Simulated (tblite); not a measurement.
# Run report: C₆H₄BClF₂, geometry relaxation (part 1 of 2)

The run: geometry relaxation of C₆H₄BClF₂, SMILES FB(F)c1ccccc1Cl. Method and program: GFN2-xTB geometry optimisation, gas phase (tblite 0.8.0).

It belongs to a series of runs on one base structure; here: H on C replaced by Cl.

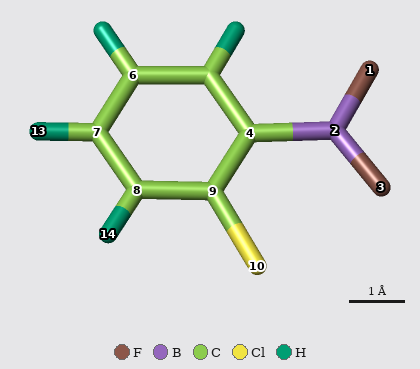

*The starting structure (stick view, seen at a tilt; atoms are numbered from 1 in the order of the input).*

Bond lengths as drawn: B–C 1.58 Å, B–F 1.44 to 1.46 Å, C–C 1.39 to 1.42 Å, C–Cl 1.75 Å and C–H 1.08 to 1.09 Å.

### Summary

| quantity | value |
| --- | --- |
| outcome | converged |
| total energy | −822.4547 eV |
| hardware | 1 CPU thread, shared host |
| peak memory | 0.18 GiB |

### The input
```
{"job": {"kind": "relax", "xc": "GFN2-xTB", "basis": "xTB"}, "charge": 0, "multiplicity": 1}
F      2.671000     2.009300     0.449600
B      2.314900     0.644400     0.140600
F      3.403000    -0.309000    -0.045600
C      0.799000     0.218100     0.040000
C     -0.183100     1.194900     0.264600
C     -1.544500     0.876000     0.177400
C     -1.934700    -0.426200    -0.109600
C     -0.968600    -1.415100    -0.311400
C      0.395700    -1.117400    -0.240400
Cl     1.526500    -2.429400    -0.516200
H      0.092900     2.218000     0.479400
H     -2.289500     1.640500     0.344100
H     -2.993000    -0.673500    -0.155100
H     -1.290300    -2.431100    -0.539700
```

The first line tells a small driver script what to run in tblite; the rest is the geometry in Å.

Launched with:
```bash
OMP_NUM_THREADS=1 python <driver script> task.json out
```

### Log
```
step      E/eV     max force
  0    -821.77760    3.759
  1    -822.17898    2.526
  2    -822.27830    3.693
  3    -822.40384    0.679
  4    -822.42823    0.428
  5    -822.44668    0.165
  6    -822.44824    0.132
  7    -822.45028    0.087
  8    -822.45102    0.083
  9    -822.45233    0.072
 10    -822.45273    0.050
 11    -822.45294    0.043
 12    -822.45312    0.041
 13    -822.45343    0.055
 14    -822.45373    0.049
 15    -822.45394    0.041
 16    -822.45408    0.037
 17    -822.45422    0.038
 18    -822.45437    0.037
 19    -822.45449    0.036
 20    -822.45454    0.025
 21    -822.45458    0.016
 22    -822.45462    0.018
 23    -822.45465    0.014
 24    -822.45467    0.011
 25    -822.45467    0.006
```

### Trajectory as extended XYZ (Å, eV, eV/Å), 26 frames, from step=0 to step=25
```
14
Properties=species:S:1:pos:R:3:forces:R:3 step=0 energy=-821.77760
F     2.6710    2.0093    0.4496   -0.5490  -3.3750  -0.7740
B     2.3149    0.6444    0.1406    2.1810   0.3410   0.1880
F     3.4030   -0.3090   -0.0456   -2.4660   2.7850   0.5400
C     0.7990    0.2181    0.0400    1.0010  -0.2630   0.0520
C    -0.1831    1.1949    0.2646   -0.9020  -0.4290  -0.2630
C    -1.5445    0.8760    0.1774    0.6340  -0.0510   0.0620
C    -1.9347   -0.4262   -0.1096    0.3710  -0.0790   0.0690
C    -0.9686   -1.4151   -0.3114   -0.0260   0.0140  -0.0440
C     0.3957   -1.1174   -0.2404   -0.4870   0.2310  -0.0070
Cl    1.5265   -2.4294   -0.5162   -0.4940   0.7220   0.1480
H     0.0929    2.2180    0.4794    0.1680  -0.1760  -0.0090
H    -2.2895    1.6405    0.3441    0.0670  -0.0270  -0.0120
H    -2.9930   -0.6735   -0.1551    0.3120  -0.0060  -0.0500
H    -1.2903   -2.4311   -0.5397    0.1900   0.3120   0.0990
14
Properties=species:S:1:pos:R:3:forces:R:3 step=1 energy=-822.17898
F     2.6632    1.9611    0.4385   -0.1330  -2.2340  -0.5120
B     2.3461    0.6493    0.1433    0.5840  -0.0990   0.0580
F     3.3678   -0.2692   -0.0378   -1.4450   2.0330   0.3970
C     0.8133    0.2144    0.0408    0.3370  -0.0350   0.0770
C    -0.1960    1.1888    0.2609    0.5510  -0.2410  -0.1760
C    -1.5354    0.8753    0.1783   -0.2250  -0.1000   0.0230
C    -1.9294   -0.4274   -0.1087    0.1840  -0.1090   0.0460
C    -0.9690   -1.4149   -0.3120   -0.1740   0.1080  -0.0150
C     0.3887   -1.1141   -0.2405    0.0050   0.4670   0.0590
Cl    1.5195   -2.4191   -0.5141   -0.3840   0.5450   0.1100
H     0.0953    2.2155    0.4792    0.0560  -0.3670  -0.0580
H    -2.2886    1.6401    0.3440    0.1820  -0.1340  -0.0320
H    -2.9885   -0.6736   -0.1558    0.3200   0.0100  -0.0380
H    -1.2876   -2.4267   -0.5382    0.1400   0.1570   0.0590
14
Properties=species:S:1:pos:R:3:forces:R:3 step=2 energy=-822.27830
F     2.6558    1.8703    0.4177    0.7110   1.5480   0.3340
B     2.3772    0.6481    0.1462   -3.6630  -0.4580  -0.1050
F     3.3074   -0.1881   -0.0220    2.2060  -1.3280  -0.2730
C     0.8298    0.2117    0.0435   -0.1030   0.1250   0.0520
C    -0.1834    1.1786    0.2538   -0.0550  -0.2030  -0.0820
C    -1.5390    0.8718    0.1794    0.6650  -0.1300  -0.0160
C    -1.9214   -0.4313   -0.1068   -0.2780   0.2160   0.0790
C    -0.9747   -1.4113   -0.3127    0.4830   0.1080   0.0080
C     0.3861   -1.0978   -0.2386   -0.1970   0.1650   0.0230
Cl    1.5044   -2.3975   -0.5097   -0.1240   0.2520   0.0470
H     0.0980    2.2027    0.4773    0.1140  -0.2210  -0.0460
H    -2.2824    1.6357    0.3429    0.0390   0.0130   0.0050
H    -2.9765   -0.6733   -0.1573    0.1250  -0.0450  -0.0300
H    -1.2820   -2.4199   -0.5358    0.0770  -0.0430   0.0030
14
Properties=species:S:1:pos:R:3:forces:R:3 step=3 energy=-822.40384
F     2.6626    1.9020    0.4248    0.1540  -0.4580  -0.1120
B     2.3433    0.6451    0.1448   -0.5110  -0.3650  -0.0410
F     3.3372   -0.2161   -0.0276   -0.1440   0.6520   0.1250
C     0.8255    0.2132    0.0433   -0.1880  -0.0070   0.0330
C    -0.1871    1.1793    0.2547    0.2460  -0.0620  -0.0650
C    -1.5330    0.8716    0.1790    0.0600  -0.0440   0.0070
C    -1.9252   -0.4288   -0.1066    0.0710   0.0020   0.0380
C    -0.9698   -1.4114   -0.3125   -0.0020   0.1200   0.0060
C     0.3851   -1.1003   -0.2389    0.0090   0.1640   0.0190
Cl    1.5068   -2.4005   -0.5103   -0.1830   0.3240   0.0620
H     0.0983    2.2040    0.4774    0.0890  -0.2600  -0.0510
H    -2.2835    1.6368    0.3432    0.1700  -0.0910  -0.0180
H    -2.9783   -0.6737   -0.1572    0.1110  -0.0310  -0.0300
H    -1.2827   -2.4217   -0.5363    0.1200   0.0560   0.0270
14
Properties=species:S:1:pos:R:3:forces:R:3 step=4 energy=-822.42823
F     2.6652    1.8909    0.4221    0.0930  -0.2600  -0.0670
B     2.3329    0.6396    0.1444   -0.3730  -0.2100  -0.0140
F     3.3342   -0.2032   -0.0251    0.0010   0.3710   0.0680
C     0.8249    0.2129    0.0440   -0.2390  -0.0430   0.0120
C    -0.1847    1.1771    0.2530    0.1460   0.0100  -0.0280
C    -1.5300    0.8705    0.1792   -0.0020  -0.0140   0.0050
C    -1.9240   -0.4286   -0.1058    0.0580   0.0090   0.0290
C    -0.9690   -1.4094   -0.3125   -0.0320   0.0610  -0.0010
C     0.3840   -1.0968   -0.2385   -0.0100   0.0670   0.0040
Cl    1.5028   -2.3938   -0.5090   -0.1090   0.2460   0.0460
H     0.1001    2.1993    0.4766    0.1090  -0.1830  -0.0390
H    -2.2809    1.6354    0.3429    0.1720  -0.0800  -0.0150
H    -2.9756   -0.6742   -0.1578    0.0700  -0.0300  -0.0240
H    -1.2805   -2.4203   -0.5357    0.1180   0.0550   0.0240
14
Properties=species:S:1:pos:R:3:forces:R:3 step=5 energy=-822.44668
F     2.6696    1.8724    0.4175   -0.0490   0.0460   0.0030
B     2.3125    0.6304    0.1441    0.0040  -0.0070   0.0170
F     3.3322   -0.1815   -0.0211    0.1090  -0.0270  -0.0120
C     0.8187    0.2109    0.0450   -0.1600  -0.0400  -0.0060
C    -0.1808    1.1750    0.2505   -0.1280   0.0330   0.0110
C    -1.5262    0.8692    0.1796    0.0270   0.0050  -0.0030
C    -1.9213   -0.4279   -0.1040   -0.0290   0.0140   0.0090
C    -0.9689   -1.4063   -0.3127   -0.0270  -0.0120  -0.0050
C     0.3815   -1.0920   -0.2382   -0.1120  -0.1010  -0.0210
Cl    1.4959   -2.3801   -0.5064    0.0420   0.0790   0.0110
H     0.1053    2.1902    0.4747    0.1500   0.0160  -0.0030
H    -2.2735    1.6320    0.3422    0.0800   0.0160   0.0070
H    -2.9709   -0.6755   -0.1591    0.0160  -0.0190  -0.0110
H    -1.2748   -2.4171   -0.5344    0.0760  -0.0040   0.0040
14
Properties=species:S:1:pos:R:3:forces:R:3 step=6 energy=-822.44824
F     2.6692    1.8721    0.4173   -0.0660   0.0270   0.0000
B     2.3114    0.6296    0.1443    0.0180  -0.0040   0.0140
F     3.3336   -0.1806   -0.0210    0.0700  -0.0150  -0.0080
C     0.8159    0.2103    0.0450   -0.0840  -0.0400  -0.0060
C    -0.1821    1.1754    0.2505   -0.0460   0.0390   0.0130
C    -1.5257    0.8691    0.1796   -0.0390  -0.0010  -0.0040
C    -1.9216   -0.4277   -0.1038   -0.0110   0.0070   0.0050
C    -0.9693   -1.4063   -0.3128   -0.0680  -0.0260  -0.0070
C     0.3799   -1.0931   -0.2385   -0.0650  -0.0450  -0.0090
Cl    1.4962   -2.3782   -0.5061    0.0510   0.0580   0.0060
H     0.1077    2.1898    0.4746    0.1320   0.0090  -0.0050
H    -2.2719    1.6320    0.3423    0.0550   0.0300   0.0100
H    -2.9704   -0.6759   -0.1593   -0.0020  -0.0170  -0.0100
H    -1.2734   -2.4171   -0.5342    0.0560  -0.0210   0.0000
14
Properties=species:S:1:pos:R:3:forces:R:3 step=7 energy=-822.45028
F     2.6668    1.8719    0.4170   -0.0860  -0.0130  -0.0060
B     2.3098    0.6279    0.1449    0.0210  -0.0200   0.0020
F     3.3372   -0.1790   -0.0210   -0.0150   0.0240   0.0020
C     0.8101    0.2082    0.0448    0.0670   0.0080   0.0080
C    -0.1844    1.1770    0.2509    0.0370  -0.0170   0.0010
C    -1.5266    0.8690    0.1794   -0.0090   0.0260   0.0050
C    -1.9221   -0.4272   -0.1034   -0.0480  -0.0180  -0.0070
C    -0.9723   -1.4069   -0.3131   -0.0230  -0.0280  -0.0040
C     0.3761   -1.0954   -0.2390   -0.0240   0.0270   0.0080
Cl    1.4979   -2.3738   -0.5055    0.0520   0.0210  -0.0010
H     0.1149    2.1893    0.4741    0.0840   0.0010  -0.0060
H    -2.2682    1.6330    0.3427   -0.0250   0.0690   0.0170
H    -2.9699   -0.6769   -0.1599   -0.0280  -0.0080  -0.0050
H    -1.2699   -2.4177   -0.5341   -0.0030  -0.0720  -0.0130
14
Properties=species:S:1:pos:R:3:forces:R:3 step=8 energy=-822.45102
F     2.6645    1.8717    0.4167   -0.0820  -0.0110  -0.0040
B     2.3096    0.6270    0.1451    0.0060  -0.0180  -0.0020
F     3.3383   -0.1781   -0.0210   -0.0210   0.0230   0.0030
C     0.8090    0.2077    0.0449    0.0740  -0.0010   0.0060
C    -0.1848    1.1772    0.2511    0.0710  -0.0090   0.0020
C    -1.5268    0.8694    0.1794   -0.0220   0.0080   0.0020
C    -1.9231   -0.4274   -0.1033   -0.0100   0.0020  -0.0040
C    -0.9735   -1.4076   -0.3132   -0.0320  -0.0260  -0.0030
C     0.3743   -1.0958   -0.2391    0.0200   0.0460   0.0130
Cl    1.4993   -2.3718   -0.5053    0.0390   0.0150  -0.0020
H     0.1187    2.1891    0.4739    0.0560  -0.0190  -0.0100
H    -2.2673    1.6344    0.3431   -0.0310   0.0630   0.0150
H    -2.9701   -0.6774   -0.1602   -0.0520  -0.0070  -0.0040
H    -1.2687   -2.4191   -0.5342   -0.0160  -0.0670  -0.0130
14
Properties=species:S:1:pos:R:3:forces:R:3 step=9 energy=-822.45233
F     2.6579    1.8711    0.4162   -0.0630   0.0020   0.0020
B     2.3089    0.6248    0.1456   -0.0170  -0.0040  -0.0080
F     3.3404   -0.1758   -0.0209   -0.0170   0.0140   0.0040
C     0.8080    0.2063    0.0452    0.0510  -0.0030   0.0060
C    -0.1843    1.1776    0.2514    0.0700  -0.0160  -0.0010
C    -1.5275    0.8702    0.1795   -0.0010   0.0280   0.0080
C    -1.9251   -0.4272   -0.1032    0.0070   0.0010  -0.0060
C    -0.9767   -1.4094   -0.3136    0.0100  -0.0090   0.0020
C     0.3710   -1.0960   -0.2390    0.0500   0.0230   0.0090
Cl    1.5030   -2.3672   -0.5049    0.0080   0.0050  -0.0040
H     0.1282    2.1882    0.4731    0.0010  -0.0430  -0.0120
H    -2.2660    1.6388    0.3442   -0.0140   0.0180   0.0030
H    -2.9721   -0.6786   -0.1610   -0.0470   0.0110   0.0010
H    -1.2665   -2.4234   -0.5348   -0.0370  -0.0270  -0.0050
14
Properties=species:S:1:pos:R:3:forces:R:3 step=10 energy=-822.45273
F     2.6545    1.8711    0.4161   -0.0480   0.0140   0.0050
B     2.3085    0.6241    0.1456   -0.0170   0.0040  -0.0070
F     3.3408   -0.1749   -0.0208   -0.0040   0.0080   0.0030
C     0.8088    0.2059    0.0454    0.0160  -0.0180   0.0020
C    -0.1831    1.1773    0.2515    0.0280  -0.0130  -0.0010
C    -1.5275    0.8711    0.1797    0.0120  -0.0080   0.0010
C    -1.9260   -0.4272   -0.1034    0.0240   0.0220   0.0000
C    -0.9773   -1.4103   -0.3137    0.0100   0.0010   0.0040
C     0.3706   -1.0957   -0.2388    0.0410  -0.0010   0.0040
Cl    1.5044   -2.3657   -0.5048   -0.0010   0.0010  -0.0040
H     0.1314    2.1872    0.4727   -0.0080  -0.0360  -0.0100
H    -2.2659    1.6407    0.3447    0.0030   0.0000  -0.0010
H    -2.9735   -0.6787   -0.1612   -0.0260   0.0190   0.0030
H    -1.2665   -2.4253   -0.5351   -0.0310   0.0070   0.0020
14
Properties=species:S:1:pos:R:3:forces:R:3 step=11 energy=-822.45294
F     2.6520    1.8713    0.4162   -0.0380   0.0190   0.0060
B     2.3082    0.6239    0.1455   -0.0090   0.0090  -0.0040
F     3.3408   -0.1744   -0.0207    0.0040   0.0080   0.0030
C     0.8096    0.2055    0.0455   -0.0070  -0.0170   0.0000
C    -0.1822    1.1768    0.2515    0.0020  -0.0180  -0.0020
C    -1.5271    0.8714    0.1798    0.0120  -0.0010   0.0020
C    -1.9260   -0.4269   -0.1034    0.0110   0.0010  -0.0020
C    -0.9773   -1.4106   -0.3137    0.0110   0.0110   0.0050
C     0.3711   -1.0957   -0.2387    0.0100  -0.0250  -0.0010
Cl    1.5051   -2.3651   -0.5049    0.0010  -0.0070  -0.0050
H     0.1327    2.1862    0.4723   -0.0050  -0.0200  -0.0060
H    -2.2658    1.6416    0.3449    0.0220  -0.0150  -0.0040
H    -2.9746   -0.6784   -0.1613    0.0080   0.0270   0.0040
H    -1.2671   -2.4261   -0.5352   -0.0220   0.0280   0.0060
14
Properties=species:S:1:pos:R:3:forces:R:3 step=12 energy=-822.45312
F     2.6493    1.8719    0.4163   -0.0280   0.0190   0.0050
B     2.3078    0.6239    0.1453   -0.0010   0.0100  -0.0010
F     3.3408   -0.1739   -0.0205    0.0080   0.0130   0.0030
C     0.8102    0.2048    0.0457   -0.0160  -0.0210  -0.0030
C    -0.1813    1.1760    0.2514   -0.0220  -0.0150  -0.0020
C    -1.5266    0.8717    0.1800    0.0140  -0.0150  -0.0030
C    -1.9258   -0.4267   -0.1035    0.0030   0.0040   0.0010
C    -0.9771   -1.4106   -0.3135    0.0050   0.0070   0.0030
C     0.3718   -1.0961   -0.2386   -0.0120  -0.0310  -0.0030
Cl    1.5056   -2.3648   -0.5051    0.0050  -0.0160  -0.0070
H     0.1334    2.1850    0.4719    0.0010  -0.0050  -0.0020
H    -2.2654    1.6419    0.3449    0.0270  -0.0160  -0.0050
H    -2.9752   -0.6775   -0.1612    0.0300   0.0280   0.0040
H    -1.2681   -2.4261   -0.5352   -0.0140   0.0370   0.0080
14
Properties=species:S:1:pos:R:3:forces:R:3 step=13 energy=-822.45343
F     2.6440    1.8732    0.4166   -0.0130   0.0150   0.0020
B     2.3070    0.6241    0.1450    0.0070   0.0100   0.0050
F     3.3411   -0.1724   -0.0202    0.0120   0.0230   0.0040
C     0.8108    0.2031    0.0457   -0.0220  -0.0130  -0.0060
C    -0.1802    1.1745    0.2513   -0.0300  -0.0110  -0.0010
C    -1.5256    0.8717    0.1801    0.0080  -0.0130  -0.0040
C    -1.9254   -0.4261   -0.1037   -0.0040  -0.0130   0.0020
C    -0.9767   -1.4106   -0.3132   -0.0080   0.0080   0.0020
C     0.3726   -1.0974   -0.2384   -0.0400  -0.0350  -0.0050
Cl    1.5067   -2.3646   -0.5055    0.0100  -0.0310  -0.0090
H     0.1349    2.1828    0.4712    0.0080   0.0160   0.0040
H    -2.2641    1.6423    0.3449    0.0290  -0.0140  -0.0040
H    -2.9757   -0.6755   -0.1610    0.0490   0.0240   0.0020
H    -1.2701   -2.4254   -0.5349   -0.0060   0.0330   0.0070
```
